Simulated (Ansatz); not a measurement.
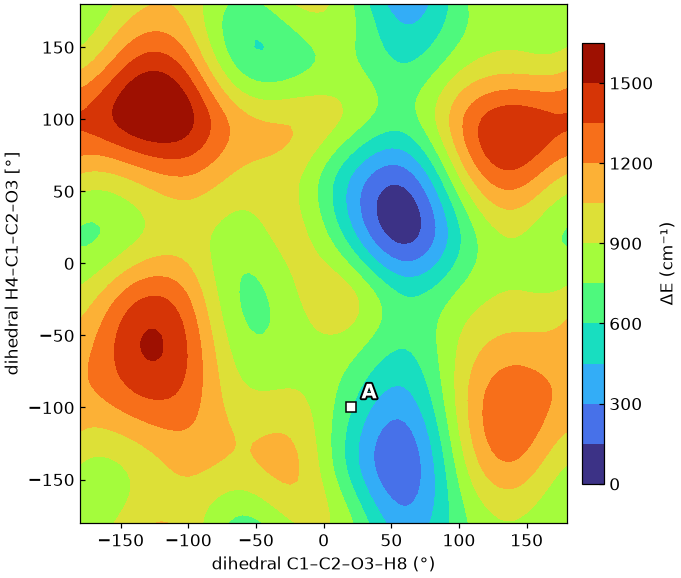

C₂H₅O, SMILES [CH2]CO, spin multiplicity 2. 
- First axis: dihedral C1–C2–O3–H8. Second axis: dihedral H4–C1–C2–O3.
- Nothing is relaxed (all other coordinates rigid).
- Grid: 9 × 9 points.
- Energies: cm⁻¹, counted from the relaxed molecule at the same level.
- Theory: UKS PBE0-D4/def2-TZVP in Ansatz 0.2.0.

Drawn: filled contours, the point A. Between grid points the surface is interpolated.

### Which way does the force act at A, and how strong is it?

A, at dihedral C1–C2–O3–H8 = 20°, dihedral H4–C1–C2–O3 = −100°, is not a stationary point. The computed force is 13 cm⁻¹ for each degree towards larger values of dihedral C1–C2–O3–H8 and 5.4 cm⁻¹ for each degree towards smaller values of dihedral H4–C1–C2–O3.
